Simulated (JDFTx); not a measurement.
System: Au(111) (Fm-3m bulk; lattice of mp-81, not re-optimised at this level), 1x1 cell of 3 atoms in 3 planes, area 7.53 Å² a face, 4.8 Å between the outermost planes in a cell 20.8 Å high; k mesh 8×8×1, Fermi width 0.01 Ha, no spin polarisation.

Method: PBE, GBRV ultrasoft potentials, plane waves to 20/100 Ha, in JDFTx (a modified build). Liquid on both sides: linear PCM (GLSSA13), water, 2 M NaCl; nuclei fixed, outer atoms relaxed in vacuum. U vs SHE = −μ/e − 4.44 V throughout (conventional absolute potential of the hydrogen electrode). The model has bare, unreconstructed faces and no explicit solvent. Convergence in thickness and k mesh wasn't tested for this slab.

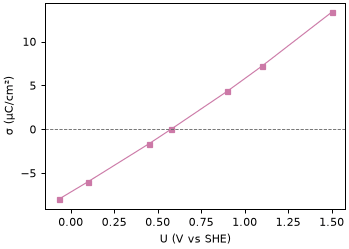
Figure: Surface charge density of Au(111) against potential

**Question.** Read off the potential of zero charge and the mean capacitance σ/(U − U_pzc) at the computed points next to it.

**Answer.** U_pzc ≈ 0.6 V. At 0.45 V it is about 13 μF/cm². At 0.90 V it is about 13 μF/cm².
